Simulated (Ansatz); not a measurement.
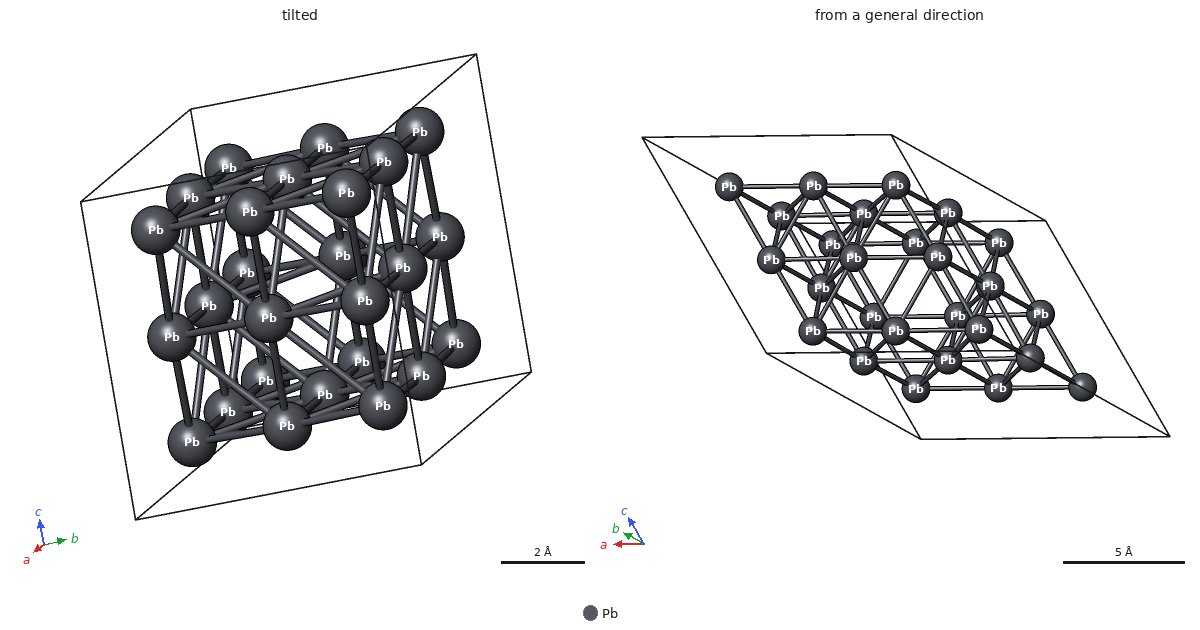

Ball-and-stick representation of a periodic structure, projected slightly off an axis and from a general direction. The lines enclose the supercell; boundary atoms appear with their images. The host is Pb, in a cell of 27 sites, and the cell is neutral.

How does this supercell depart from the perfect host?

Answer. A lead vacancy. Around the empty site lie twelve Pb at about 3.5 Å.

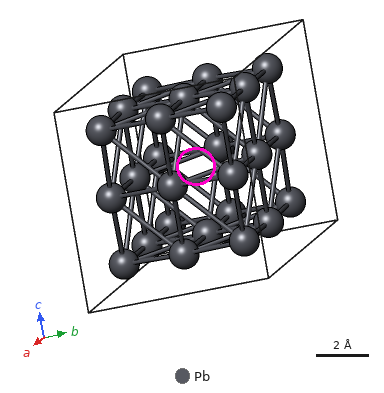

The same cell with a ring at the defect's site.

The atoms were relaxed in the host's cell with DFT PBEsol, scalar-relativistic, plane waves, PAW (Ansatz 0.2.0).
